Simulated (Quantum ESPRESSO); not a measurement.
# MnF2: which magnetic order is lowest, part 2 of 2

A self-consistent run ends on one state, which hangs on the start. Several orders of MnF2 are started in Quantum ESPRESSO and their energies compared.

Quantum ESPRESSO 7.5; PBEsol; plane waves with GBRV 1.5 PBEsol potentials, no spin-orbit coupling.

So far, absolute magnetization (μB): step 2 (start 1: ferro ++) 10.0.

## 3. Start 2: antiferro +−

File pw.in:

```
&CONTROL
  calculation = 'scf'
  prefix = 'pwscf'
  outdir = './tmp'
  pseudo_dir = './pseudo'
  disk_io = 'nowf'
/
&SYSTEM
  ibrav = 0
  celldm(1) = 8
  nat = 6
  ntyp = 3
  ecutwfc = 40
  ecutrho = 280
  nbnd = 39
  occupations = 'smearing'
  smearing = 'fd'
  degauss = 0.00367493
  nspin = 2
  starting_magnetization(1) = 0.3
  starting_magnetization(2) = -0.3
  starting_magnetization(3) = 0
/
&ELECTRONS
  conv_thr = 1.2d-08
  electron_maxstep = 150
  mixing_beta = 0.3
/
ATOMIC_SPECIES
Mn1    54.9380 mn_pbesol_v1.5.uspp.F.UPF
Mn2    54.9380 mn_pbesol_v1.5.uspp.F.UPF
F      18.9984 f_pbesol_v1.4.uspp.F.UPF
CELL_PARAMETERS alat
   1.1512683982751    0.0000000000000    0.0000000000000
   0.0000000000000    1.1512683982751    0.0000000000000
   0.0000000000000    0.0000000000000    0.7820395350998
ATOMIC_POSITIONS crystal
Mn1     0.0000000000    0.0000000000    0.0000000000
Mn2     0.5000000000    0.5000000000    0.5000000000
F       0.3053000000    0.3053000000    0.0000000000
F       0.1947000000    0.8053000000    0.5000000000
F       0.6947000000    0.6947000000    0.0000000000
F       0.8053000000    0.1947000000    0.5000000000
K_POINTS automatic
6 6 6 0 0 0
```

The run is started by

```
$ OMP_NUM_THREADS=1 mpirun -n 4 pw.x -nk 4 -in pw.in > pw.out
```

Log:

```text
[banner, memory and clock lines left out]
Program PWSCF v.7.5 starts

     Message from routine setup:
     using ibrav=0 with symmetry is DISCOURAGED, use correct ibrav instead

     bravais-lattice index     =            0
     lattice parameter (alat)  =       8.0000  a.u.
     unit-cell volume          =     530.7034 (a.u.)^3
     number of atoms/cell      =            6
     number of atomic types    =            3
     number of electrons       =        58.00
     number of Kohn-Sham states=           39
     kinetic-energy cutoff     =      40.0000  Ry
     charge density cutoff     =     280.0000  Ry
     scf convergence threshold =      1.2E-08
     mixing beta               =       0.3000
     number of iterations used =            8  plain     mixing
     Exchange-correlation= SLA  PW   PSX  PSC
                           (   1   4  10   8   0   0   0)

     celldm(1)=   8.000000  celldm(2)=   0.000000  celldm(3)=   0.000000
     celldm(4)=   0.000000  celldm(5)=   0.000000  celldm(6)=   0.000000

     crystal axes: (cart. coord. in units of alat)
               a(1) = (   1.151268   0.000000   0.000000 )
               a(2) = (   0.000000   1.151268   0.000000 )
               a(3) = (   0.000000   0.000000   0.782040 )

     reciprocal axes: (cart. coord. in units 2 pi/alat)
               b(1) = (  0.868607  0.000000  0.000000 )
               b(2) = (  0.000000  0.868607  0.000000 )
               b(3) = (  0.000000  0.000000  1.278708 )

     PseudoPot. # 1 for Mn read from file:
     mn_pbesol_v1.5.uspp.F.UPF
     Pseudo is Ultrasoft + core correction, Zval = 15.0

     PseudoPot. # 2 for Mn read from file:
     mn_pbesol_v1.5.uspp.F.UPF
     Pseudo is Ultrasoft + core correction, Zval = 15.0

     PseudoPot. # 3 for F  read from file:
     f_pbesol_v1.4.uspp.F.UPF
     Pseudo is Ultrasoft, Zval =  7.0

     atomic species   valence    mass     pseudopotential
     Mn1              15.00    54.93800     Mn( 1.00)
     Mn2              15.00    54.93800     Mn( 1.00)
     F                 7.00    18.99840     F ( 1.00)

     Starting magnetic structure
     atomic species   magnetization
     Mn1             0.300
     Mn2            -0.300
     F               0.000

      8 Sym. Ops., with inversion, found

   Cartesian axes

     site n.     atom                  positions (alat units)
         1        Mn1    tau(   1) = (   0.0000000   0.0000000   0.0000000  )
         2        Mn2    tau(   2) = (   0.5756342   0.5756342   0.3910198  )
         3        F      tau(   3) = (   0.3514822   0.3514822   0.0000000  )
         4        F      tau(   4) = (   0.2241520   0.9271164   0.3910198  )
         5        F      tau(   5) = (   0.7997862   0.7997862   0.0000000  )
         6        F      tau(   6) = (   0.9271164   0.2241520   0.3910198  )

     number of k points=    52  Fermi-Dirac smearing, width (Ry)=  0.0037
                       cart. coord. in units 2pi/alat
        k(    1) = (   0.0000000   0.0000000   0.0000000), wk =   0.0046296
        k(    2) = (   0.0000000   0.0000000   0.2131180), wk =   0.0092593
        k(    3) = (   0.0000000   0.0000000   0.4262359), wk =   0.0092593
        k(    4) = (   0.0000000   0.0000000  -0.6393539), wk =   0.0046296
        k(    5) = (   0.0000000   0.1447679   0.0000000), wk =   0.0185185
        [... 47 further k-points ...]

     Dense  grid:    42069 G-vectors     FFT dimensions: (  50,  50,  36)

     Smooth grid:    18157 G-vectors     FFT dimensions: (  40,  40,  25)

     Check: negative core charge=   -0.000039
     Generating pointlists ...
     new r_m :   0.2050 (alat units)  1.6403 (a.u.) for type    1
     new r_m :   0.2050 (alat units)  1.6403 (a.u.) for type    2
     new r_m :   0.2050 (alat units)  1.6403 (a.u.) for type    3

     Initial potential from superposition of free atoms

     starting charge      56.9998, renormalised to      58.0000
     Starting wfcs are   42 randomized atomic wfcs

     Self-consistent Calculation

     iteration #  1     ecut=    40.00 Ry     beta= 0.30
     Davidson diagonalization with overlap
     ethr =  1.00E-02,  avg # of iterations =  2.4

     Threshold (ethr) on eigenvalues was too large:
     Diagonalizing with lowered threshold

     Davidson diagonalization with overlap
     ethr =  7.05E-04,  avg # of iterations =  1.4

     total energy              =    -616.49247708 Ry
     estimated scf accuracy    <       0.40848616 Ry

     total magnetization       =    -0.00 Bohr mag/cell
     absolute magnetization    =     9.56 Bohr mag/cell

     iteration #  2     ecut=    40.00 Ry     beta= 0.30
     Davidson diagonalization with overlap
     ethr =  7.04E-04,  avg # of iterations =  2.1

     total energy              =    -616.56377974 Ry
     estimated scf accuracy    <       0.04369250 Ry

     total magnetization       =     0.00 Bohr mag/cell
     absolute magnetization    =     9.53 Bohr mag/cell

     [... further iterations left out ...]

     iteration # 10     ecut=    40.00 Ry     beta= 0.30
     Davidson diagonalization with overlap
     ethr =  8.72E-11,  avg # of iterations =  2.0

     negative rho (up, down):  6.888E-04 6.888E-04

     total energy              =    -616.57749220 Ry
     estimated scf accuracy    <       0.00000003 Ry

     total magnetization       =     0.00 Bohr mag/cell
     absolute magnetization    =     9.59 Bohr mag/cell

     iteration # 11     ecut=    40.00 Ry     beta= 0.30
     Davidson diagonalization with overlap
     ethr =  5.88E-11,  avg # of iterations =  2.8

     negative rho (up, down):  6.886E-04 6.886E-04

     Magnetic moment per site  (integrated on atomic sphere of radius R)
     atom   1 (R=0.205)  charge= 12.3481  magn=  4.1402
     atom   2 (R=0.205)  charge= 12.3481  magn= -4.1402
     atom   3 (R=0.205)  charge=  6.6911  magn= -0.0307
     atom   4 (R=0.205)  charge=  6.6911  magn=  0.0307
     atom   5 (R=0.205)  charge=  6.6911  magn= -0.0307
     atom   6 (R=0.205)  charge=  6.6911  magn=  0.0307

     End of self-consistent calculation

     Number of k-points >= 100: set verbosity='high' to print the bands.

     the Fermi energy is     7.6867 ev

!    total energy              =    -616.57749225 Ry
     estimated scf accuracy    <          4.2E-10 Ry
     smearing contrib. (-TS)   =      -0.00000000 Ry
     internal energy E=F+TS    =    -616.57749225 Ry

     The total energy is F=E-TS. E is the sum of the following terms:
     one-electron contribution =    -374.70291271 Ry
     hartree contribution      =     212.24768333 Ry
     xc contribution           =     -89.93592393 Ry
     ewald contribution        =    -364.18633894 Ry

     total magnetization       =    -0.00 Bohr mag/cell
     absolute magnetization    =     9.59 Bohr mag/cell

     convergence has been achieved in  11 iterations
```

Wall time 74 s (4 MPI ranks of Intel Xeon Platinum 8488C (Sapphire Rapids), shared host); peak memory 0.59 GiB; 4.8 min of CPU time.

Spin moment in the atom's sphere by atom:

```csv
atom,spin moment in the atom's sphere (μB)
Mn1,4.14
Mn2,-4.14
F3,-0.03
F4,0.03
F5,-0.03
F6,0.03
```

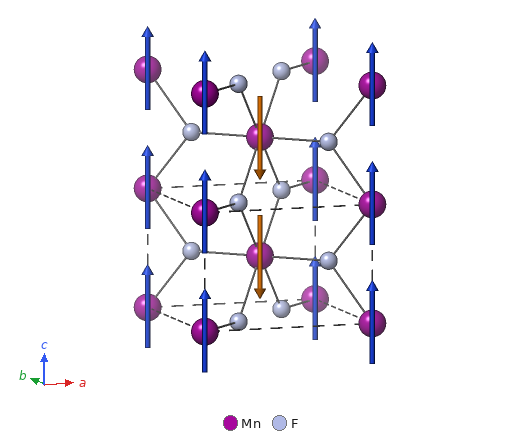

Spin moment in the atom's sphere as arrows, the longest 4.14 μB. Up and down stand for the sign. Arrows give size and sign along the axis of quantisation, drawn up and down the page. The two directions have two colours. 1×1×2 cells are drawn. Some periodic images of atoms are drawn too.

Numbers from this step:

* smearing term TS: 2.03e-10 eV
* magnetization: 0 μB
* absolute magnetization: 9.586 μB
* final state: antiferromagnetic

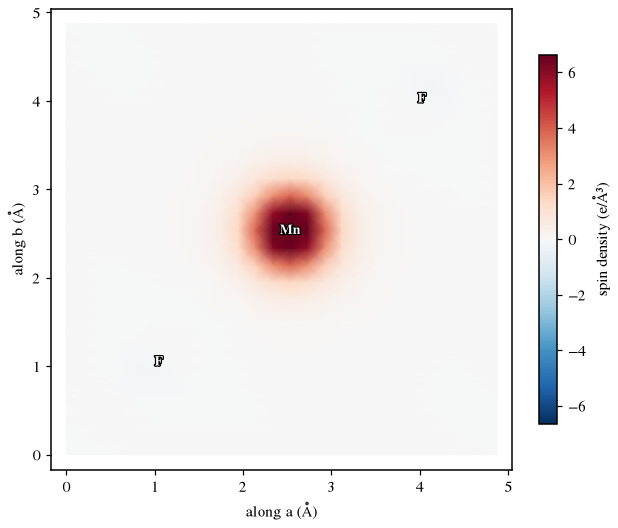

Spin density in the ab plane at fractional z = 0.000, with atoms of Mn and F within 0.2 Å of it. The map starts off the cell's origin, so that atoms lie inside it.

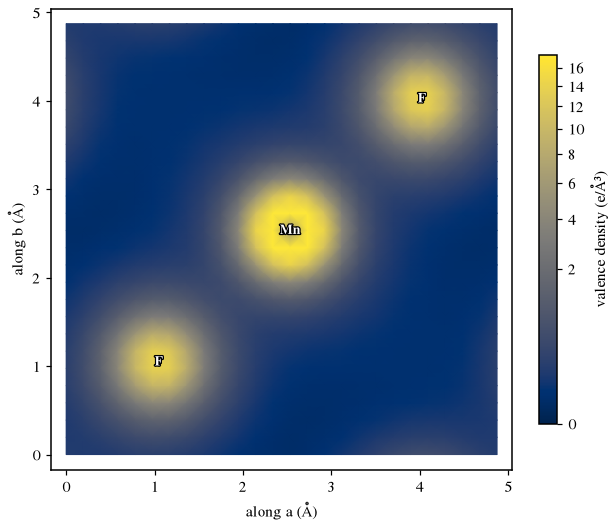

Valence density in the ab plane at fractional z = 0.000, with atoms of Mn and F within 0.2 Å of it. It is the smooth field of the valence electrons, not physical close to the nuclei. The map starts off the cell's origin, so that atoms lie inside it. The colour scale is stretched toward low values.

## 4. Run 3, typed as no spin polarisation

pw.in: that of step 3 with these lines changed.

```diff
@@ -11,3 +11,3 @@
   nat = 6
-  ntyp = 3
+  ntyp = 2
   ecutwfc = 40
@@ -18,6 +18,2 @@
   degauss = 0.00367493
-  nspin = 2
-  starting_magnetization(1) = 0.3
-  starting_magnetization(2) = -0.3
-  starting_magnetization(3) = 0
 /
@@ -29,4 +25,3 @@
 ATOMIC_SPECIES
-Mn1    54.9380 mn_pbesol_v1.5.uspp.F.UPF
-Mn2    54.9380 mn_pbesol_v1.5.uspp.F.UPF
+Mn     54.9380 mn_pbesol_v1.5.uspp.F.UPF
 F      18.9984 f_pbesol_v1.4.uspp.F.UPF
@@ -37,4 +32,4 @@
 ATOMIC_POSITIONS crystal
-Mn1     0.0000000000    0.0000000000    0.0000000000
-Mn2     0.5000000000    0.5000000000    0.5000000000
+Mn      0.0000000000    0.0000000000    0.0000000000
+Mn      0.5000000000    0.5000000000    0.5000000000
 F       0.3053000000    0.3053000000    0.0000000000
```

Log:

```text
     [... lines left out ...]
Program PWSCF v.7.5 starts
     [... lines left out ...]
     number of atoms/cell      =            6
     [... lines left out ...]
     number of electrons       =        58.00
     number of Kohn-Sham states=           39
     kinetic-energy cutoff     =      40.0000  Ry
     charge density cutoff     =     280.0000  Ry
     scf convergence threshold =      1.2E-08
     [... lines left out ...]
     16 Sym. Ops., with inversion, found ( 8 have fractional translation)
     [... lines left out ...]
     number of k points=    40  Fermi-Dirac smearing, width (Ry)=  0.0037
     [... lines left out ...]
     iteration # 11     ecut=    40.00 Ry     beta= 0.30
     [... lines left out ...]
     the Fermi energy is     7.0213 ev
!    total energy              =    -616.12312896 Ry
     estimated scf accuracy    <          3.7E-09 Ry
     smearing contrib. (-TS)   =      -0.01046482 Ry
     [... lines left out ...]
     convergence has been achieved in  11 iterations
```

Run time: 25 s. Hardware: 4 MPI ranks; peak memory 0.46 GiB; 95 s of CPU time.

Numbers from this step:

```yaml
smearing_term_ts: 0.1424 eV
final_state: non-magnetic (no spin polarisation)
```

## 5. The states side by side

An order is kept where moments of 0.15 μB or more survive with the typed signs; meshes match where a doubled cell samples the same k points as the first cell.

Orders:

```csv
start,final state,typed order kept,energy over the lowest (meV a seeded atom),largest site moment (μB),net moment (μB a cell of the first run),mesh matched,CPU time (s)
ferro ++,ferromagnetic,yes,56.89,4.181,10,yes,140.7
antiferro +-,antiferromagnetic,yes,0,4.14,0,yes,289.4
no spin polarisation,non-magnetic,-,3091,0,0,yes,95.14
```

## 6. Outcome

```yaml
lowest_state_found: antiferromagnetic (from antiferro +-)
largest_site_moment: 4.14 μB
next_state_with_moments: ferromagnetic, 56.9 meV a seeded atom higher
state_without_moments: 3091 meV a seeded atom higher
```

What this shows: Forming the moments gains more than four times the spread of the orders, as local moments do. Only these 3 starts were compared; other wavevectors, canted and longer-period orders were not. No Hubbard term acts here. In such compounds local and semilocal functionals without one often delocalise the d electrons, and can shrink or lose moments and miss the size, sign and order of the couplings.

[Logs and program files are shortened in this print: banners, set-up blocks, solver, clock and traceback lines can be left out without a mark of their own.]

[Logs are printed without paths, hosts, clocks, repeated set-up lines and the standing remarks that a program may print on its own settings, such as how far it seeks lower states.]

[Hosts, paths, dates, database ids (printed as entryN), source tags and the programs' standing remarks are cut or masked in the printed files.]

[Where a cell is said to come from a database of computed structures, the database is the Materials Project.]
